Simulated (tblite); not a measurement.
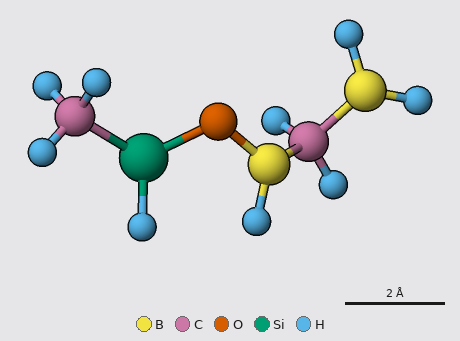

C$_{2}$H$_{10}$B$_{2}$OSi, before the relaxation. A ball-and-stick model, seen at a tilt.

Method: tblite, GFN2-xTB geometry optimisation, gas phase.

```xyz
16

B     3.1734    0.3626    0.8526
C     2.1178   -0.4894   -0.0055
B     0.7909   -0.7602    0.8317
O    -0.2423    0.2917    0.9966
Si   -1.6206   -0.1993    0.0978
C    -3.0906    0.9033    0.3408
H     4.2892   -0.0291    0.8531
H     3.0781    1.5491    0.7038
H     1.8912    0.0120   -0.9451
H     2.6122   -1.4559   -0.2469
H     0.3560   -1.8674    0.7206
H    -1.1995   -0.1655   -1.3235
H    -2.0523   -1.5656    0.4209
H    -4.0123    0.3042    0.5021
H    -2.8919    1.5392    1.2439
H    -3.2067    1.5794   -0.5194
```

> Where does the relaxation end?

After 169 geometry steps the energy has fallen by 1.807 eV. The atom that moves furthest after the best rigid fit is H16 (2.18 Å). Largest moves by element: H 2.18 Å, O 1.49 Å, B 1.23 Å, C 0.99 Å, Si 0.47 Å. Near-neighbour distances that change, for instance: B3–O4 1.484 → 1.316 Å, O4–Si5 1.717 → 1.622 Å, B1–C2 1.605 → 1.556 Å, Si5–C6 1.854 → 1.896 Å. Bond angles that change, for instance: B3–O4–Si5 107.3° → 150.9°, O4–Si5–H13 112.8° → 102.5°, C2–B3–H11 114.3° → 120.9°. Groups turn about O4–Si5 by about 95°, Si5–C6 by about 45°. Cost: 1.6 s on 1 thread of Arm Neoverse N1 (shared host).

Final geometry:

```xyz
16

B     2.1111    0.8231    0.4267
C     1.9772   -0.6424   -0.0781
B     0.8439   -1.2933    0.8509
O    -0.4346   -1.1318    0.5824
Si   -1.6264   -0.4616   -0.2904
C    -2.1629    1.1199    0.6067
H     2.8370    1.0822    1.3084
H     1.4532    1.6728   -0.0396
H     1.6365   -0.6954   -1.1111
H     2.8951   -1.2153    0.0296
H     1.1312   -1.9234    1.8052
H    -1.1960   -0.1624   -1.6630
H    -2.6504   -1.5087   -0.2851
H    -3.0239    1.5700    0.1225
H    -2.4344    0.9176    1.6401
H    -1.3641    1.8578    0.6183
```

The end point in the same view:

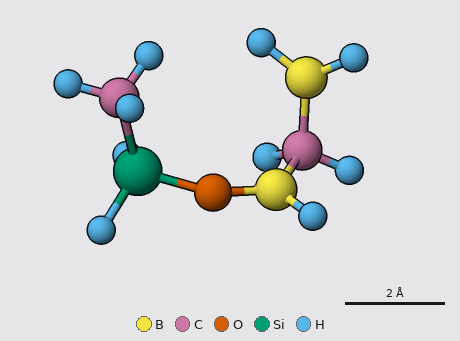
